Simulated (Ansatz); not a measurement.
# TiRh3: stress in a strained cell

Aim: deform TiRh3 (zz strain of +2 %) and compute stress, forces and field gradients with LAPW, PAW and all-electron datasets made for the crystal.

Computed with Ansatz 0.2.0 (DFT LDA, scalar-relativistic, unless a step's input says otherwise).

## 1. The structure to begin with

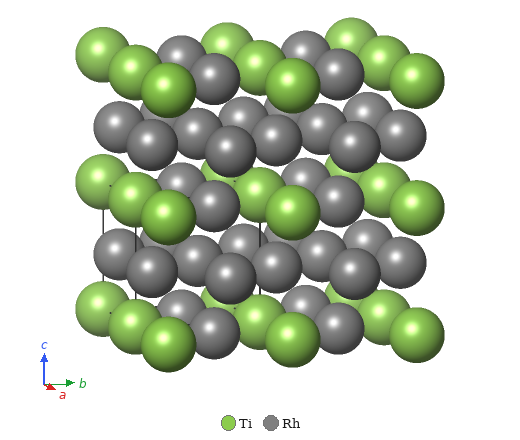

Start, viewed slightly off an axis; titanium green, rhodium grey. 2×2×2 cells are drawn. Atoms on the faces are drawn again on the opposite ones.

Structure file:

```
CELL_PARAMETERS angstrom
3.82200 0.00000 0.00000
0.00000 3.82200 0.00000
0.00000 0.00000 3.82200
ATOMIC_POSITIONS crystal
Ti 0.00000 0.00000 0.00000
Rh 0.00000 0.50000 0.50000
Rh 0.50000 0.00000 0.50000
Rh 0.50000 0.50000 0.00000
```

Atoms are numbered in the order of the input: Ti1, Rh2, Rh3, Rh4.

## 2. The deformed structure

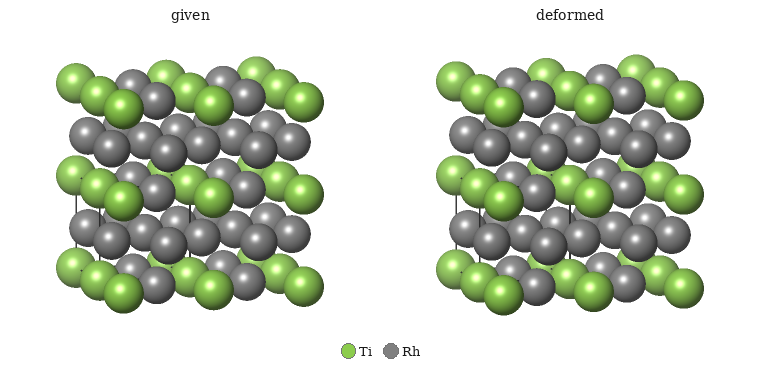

Given and deformed, at one scale.

Space group Pm-3m before, P4/mmm after.

## 3. LAPW, all electrons

input.yaml

```yaml
crystal:
  lattice:
    - [3.822, 0.0, 0.0]
    - [0.0, 3.822, 0.0]
    - [0.0, 0.0, 3.89844]
  atoms:
    - { symbol: Ti, position: [0.0, 0.0, 0.0] }
    - { symbol: Rh, position: [0.0, 0.5, 0.5] }
    - { symbol: Rh, position: [0.5, 0.0, 0.5] }
    - { symbol: Rh, position: [0.5, 0.5, 0.0] }
kpoints:
  mp_grid: { grid: [10, 10, 10] }
  band_path:
    path:
      - [0.0, 0.0, 0.0]
      - [0.0, 0.5, 0.0]
      - [0.5, 0.5, 0.0]
      - [0.0, 0.0, 0.0]
      - [0.0, 0.0, 0.5]
      - [0.0, 0.5, 0.5]
      - [0.5, 0.5, 0.5]
      - [0.0, 0.0, 0.5]
      - [0.0, 0.5, 0.0]
    npoints: 5
scf:
  occupations: { method: fermi_dirac, width: 0.03 }
hamiltonian:
  xc: lda
  pseudopotentials: { kind: all_electron, lapw: { basis_error: 0.001 } }
output:
  forces: true
  stress: true
  eigenvalues: true
```

On the command line:

```console
$ ansatz run input.yaml --threads 1 --pin off --max-ram 4096MiB --backend cpu --events-out ev --progress --plain --runs-dir out
```

The program printed, shortened:

```text
LAPW: plane waves up to 8.472 Å⁻¹, error target 1.0e-3 eV per atom; small_component_spin mean_spin; Ti in spheres of 1.351 Å, 12 of its electrons in bands, Dirac shells []; Rh in spheres of 1.351 Å, 27 of its electrons in bands, Dirac shells []
[...]
Pseudopotentials: kind: all_electron
Pseudopotential: Ti, LAPW, valence charge 12, Koelling and Harmon's equation, gaussian nucleus
Pseudopotential: Rh, LAPW, valence charge 27, Koelling and Harmon's equation, gaussian nucleus
Functional definition: SPW92
[...]
Crystal: 4 atoms, lattice volume = 56.947 Å³
Basis set: ecut = 273.45648739782 eV, 595 PW (Γ), exchange–correlation at level 2
Bands: 56, of which v1, the nominal top of the filled ones, is band 47 counted from 1 (46 counted from 0)
Symmetry: 16 space group operations
Space group: P4/mmm (ITA 123), of the structure as read, at distance tolerance 3.8e-5 Å
k-points: 126 of 1000
[...]
SCF iter   1: F=—  HF=-413378.739419 eV  |F-HF|=—  |Δ(HF+E_count)|=         —  Δρ=5.95e-2  dr2=3.41e0  ethr=3.67e-3  ⟨swp⟩=2.0  Hψ=46018  notcnv=0
[...]
the basis was enlarged: its passes take 766.2 KiB over the memory plan, 1 of 1 planned eigensolver slots
[...]
SCF iter  13: F=-413376.122054 eV  HF=-413376.122054 eV  |F-HF|=9.95e-9  |Δ(HF+E_count)|=   1.15e-7  Δρ=3.45e-6  dr2=7.10e-9  ethr=6.20e-11  ⟨swp⟩=2.0  Hψ=20890  notcnv=0
[...]
NSCF: frozen V_eff on 41 k-points
SCF converged after 13 iterations
Free energy (F): -413376.122054 eV
[...]
E sigma→0 (E₀):  -413376.116182 eV
Entropy (-TS):   -0.011744 eV (-2.936 meV/atom)
Fermi energy:    21.405399 eV
[...]
--- Forces (eV/Å), atoms counted from 1 ---
  atom   1  Ti     0.00000000     0.00000000     0.00000000
  atom   2  Rh    -0.00000000     0.00000000     0.00000000
  atom   3  Rh    -0.00000000    -0.00000000     0.00000000
  atom   4  Rh     0.00000000    -0.00000000    -0.00000000
[...]
--- Stress (GPa, compression-positive) ---
      -13.362042      -0.000000      -0.000000
       -0.000000     -13.362042      -0.000000
       -0.000000      -0.000000     -16.871504
  P = ⅓ Tr σ = -14.5319 GPa (-145.319 kbar)
--- Band table (eV; the first three rows and the last of 126) ---
[...]
```

It took 4.1 min on 1 thread of AMD EPYC 7R43 (Zen 3), shared host; peak memory 1.2 GiB.

Read from it: pressure -14.53 GPa; no gap.

## 4. PAW on the default files

input.yaml

```yaml
crystal:
  lattice:
    - [3.822, 0.0, 0.0]
    - [0.0, 3.822, 0.0]
    - [0.0, 0.0, 3.89844]
  atoms:
    - { symbol: Ti, position: [0.0, 0.0, 0.0] }
    - { symbol: Rh, position: [0.0, 0.5, 0.5] }
    - { symbol: Rh, position: [0.5, 0.0, 0.5] }
    - { symbol: Rh, position: [0.5, 0.5, 0.0] }
kpoints:
  mp_grid: { grid: [10, 10, 10] }
scf:
  occupations: { method: fermi_dirac, width: 0.03 }
hamiltonian:
  xc: lda
  pseudopotentials: { kind: paw }
output:
  forces: true
  stress: true
  eigenvalues: true
  efg: { contact_densities: true }
```

On the command line:

```console
$ ansatz run input.yaml --threads 1 --pin off --max-ram 4096MiB --backend cpu --events-out ev --progress --plain --runs-dir out
```

The program printed, shortened:

```text
Rh: output.efg is read without spin–orbit coupling, which moves field gradients at and beside such atoms by some per cent and up to a factor of two; PAW files take it under magnetization.noncollinear and magnetization.spin_orbit
[...]
Pseudopotentials: kind: paw
Pseudopotential: Ti, paw, valence charge 12, recommended cutoff 420 eV (normal)
Pseudopotential: Rh, paw, valence charge 17, recommended cutoff 420 eV (normal)
[... 1 set-up line as earlier in the session ...]
[...]
Crystal: 4 atoms, lattice volume = 56.947 Å³
Basis set: ecut = 420 eV, 1101 PW (Γ)
Bands: 38, of which v1, the nominal top of the filled ones, is band 32 counted from 1 (31 counted from 0)
[... 2 set-up lines as earlier in the session ...]
k-points: 126 of 1000
[...]
--- Stress (GPa, compression-positive) ---
      -13.400545      -0.000000      -0.000000
       -0.000000     -13.400545      -0.000000
       -0.000000      -0.000000     -16.910929
  P = ⅓ Tr σ = -14.5707 GPa (-145.707 kbar)
--- PAW observables at the nuclei: V_zz in 10²¹ V/m², potentials from the cell's mean, atoms counted from 1 ---
  atom   1  Ti V_zz =    +0.072900   η = 0.0000   by run symmetry: allowed
            electrostatic potential = -2538.731663 V   contact ρ = 56425.381411 e/Å³
  atom   2  Rh V_zz =    -2.397603   η = 0.0708   by run symmetry: allowed
            electrostatic potential = -7027.291103 V   contact ρ = 786622.823771 e/Å³
  atom   3  Rh V_zz =    -2.397603   η = 0.0708   by run symmetry: allowed
            electrostatic potential = -7027.291103 V   contact ρ = 786622.823771 e/Å³
  atom   4  Rh V_zz =    -2.801864   η = 0.0000   by run symmetry: allowed
            electrostatic potential = -7027.276788 V   contact ρ = 786622.900305 e/Å³
--- Band table (eV; the first three rows and the last of 126) ---
[...]
```

Wall time 14 s (1 thread of AMD EPYC 7R43 (Zen 3), shared host); peak memory 0.57 GiB.

Read from it: pressure -14.57 GPa; no gap; Vzz Ti1 0.07 (η = 0.00), Rh2 -2.40 (η = 0.07), Rh4 -2.80 (η = 0.00) (10²¹ V/m²).

## 5. Datasets made for this crystal

input.yaml: that of step 4 with these lines changed.

```diff
@@ -16,3 +16,3 @@
   xc: lda
-  pseudopotentials: { kind: paw }
+  pseudopotentials: { kind: all_electron, datasets: crystal }
 output:
```

On the command line:

```console
$ ansatz run input.yaml --threads 1 --pin off --max-ram 4096MiB --backend cpu --events-out ev --progress --plain --runs-dir out
```

The program printed, shortened:

```text
[...]
band count auto-derived: 25 (N_el = 31.0; filled up to band 16; 20 by the electrons, moments and atoms)
Rh: output.efg is read without spin–orbit coupling, which moves field gradients at and beside such atoms by some per cent and up to a factor of two; PAW files take it under magnetization.noncollinear and magnetization.spin_orbit
[...]
[... 1 set-up line as earlier in the session ...]
Pseudopotential: Ti, paw, valence charge 12, recommended cutoff 300 eV (normal), Koelling and Harmon's equation, gaussian nucleus
Pseudopotential: Rh, paw, valence charge 17, recommended cutoff 300 eV (normal), Koelling and Harmon's equation, gaussian nucleus
[... 1 set-up line as earlier in the session ...]
[...]
Crystal: 4 atoms, lattice volume = 56.947 Å³
Basis set: ecut = 300 eV, 707 PW (Γ)
Bands: 25, of which v1, the nominal top of the filled ones, is band 16 counted from 1 (15 counted from 0)
[...]
       -0.000000     -13.363202      -0.000000
       -0.000000      -0.000000     -16.872857
  P = ⅓ Tr σ = -14.5331 GPa (-145.331 kbar)
  It holds what live shells' own plane waves past their cutoff add
--- PAW observables at the nuclei: V_zz in 10²¹ V/m², potentials from the cell's mean, atoms counted from 1 ---
  atom   1  Ti V_zz =    +0.075000   η = 0.0000   by run symmetry: allowed
            electrostatic potential = -2535.656932 V   contact ρ = 56471.924736 e/Å³
  atom   2  Rh V_zz =    -2.453590   η = 0.0714   by run symmetry: allowed
            electrostatic potential = -7023.188386 V   contact ρ = 786634.934607 e/Å³
  atom   3  Rh V_zz =    -2.453590   η = 0.0714   by run symmetry: allowed
            electrostatic potential = -7023.188386 V   contact ρ = 786634.934607 e/Å³
  atom   4  Rh V_zz =    -2.874045   η = 0.0000   by run symmetry: allowed
            electrostatic potential = -7023.174163 V   contact ρ = 786635.004252 e/Å³
--- Band table (eV; the first three rows and the last of 126) ---
[... band rows left out ...]
[...]
```

Wall time 66 s (1 thread of AMD EPYC 7R43 (Zen 3), shared host); peak memory 1.1 GiB.

This run gives: pressure -14.53 GPa; no gap; Vzz Ti1 0.07 (η = 0.00), Rh2 -2.45 (η = 0.07), Rh4 -2.87 (η = 0.00) (10²¹ V/m²).

## 6. Stress and forces compared

Stress (GPa, compression positive):

| method | xx | yy | zz | yz | xz | xy |
| --- | --- | --- | --- | --- | --- | --- |
| LAPW | -13.36 | -13.36 | -16.87 | 0.00 | 0.00 | 0.00 |
| PAW | -13.40 | -13.40 | -16.91 | 0.00 | 0.00 | 0.00 |
| crystal datasets | -13.36 | -13.36 | -16.87 | 0.00 | 0.00 | 0.00 |

| method | pressure (GPa) | Vzz Ti1 (10²¹ V/m²) | Vzz Rh2 (10²¹ V/m²) | Vzz Rh4 (10²¹ V/m²) | SCF cycles, by the record's count |
| --- | --- | --- | --- | --- | --- |
| LAPW | -14.53 | – | – | – | 13 |
| PAW | -14.57 | 0.07 | -2.40 | -2.80 | 6 |
| crystal datasets | -14.53 | 0.07 | -2.45 | -2.87 | 11 |

## 7. Outcome

| quantity | value |
| --- | --- |
| pressure | LAPW -14.53, PAW -14.57, crystal datasets -14.53 GPa |
| largest shear or deviatoric stress (LAPW) | 2.34 GPa |

In words: The largest part of the stress beyond the pressure is 2.34 GPa in size, in the zz component; the atoms are carried along and not relaxed. No run of the undeformed cell stands beside it, so pressure and stress hold what the given cell had before the change, as far as its symmetry allows. PAW: stress within 0.04 GPa of LAPW. Crystal datasets: stress within 0.01 GPa of LAPW.
